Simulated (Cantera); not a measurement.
A closed system holds: 1 mol SiH₄, 0.62 mol C₂H₄, 1100 mol H₂, 0.014 mol CH₄, held at 2.90 mbar.

Method: chemical equilibrium by Gibbs-energy minimisation in Cantera with the NASA 1993 tables (ideal gas, pure condensed phases). Candidate condensed phases: C, C₆H₆, C₇H₈, C₈H₁₈, Si, SiC; 87 gas species. Equilibrium is a limit: real reactors are often held back by kinetics, nucleation or transport.

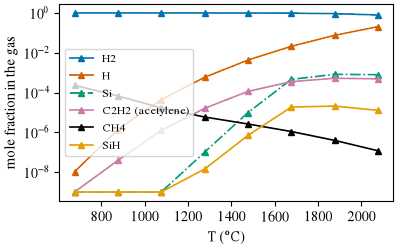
Figure: Equilibrium gas composition (values under 1e-9 drawn at 1e-9)

At 677 °C the condensed part is SiC(s). From 877 °C to 1477 °C the condensed part is C(graphite) + SiC(s). At 1677 °C the condensed part is SiC(s). From 1877 °C to 2077 °C nothing is condensed.
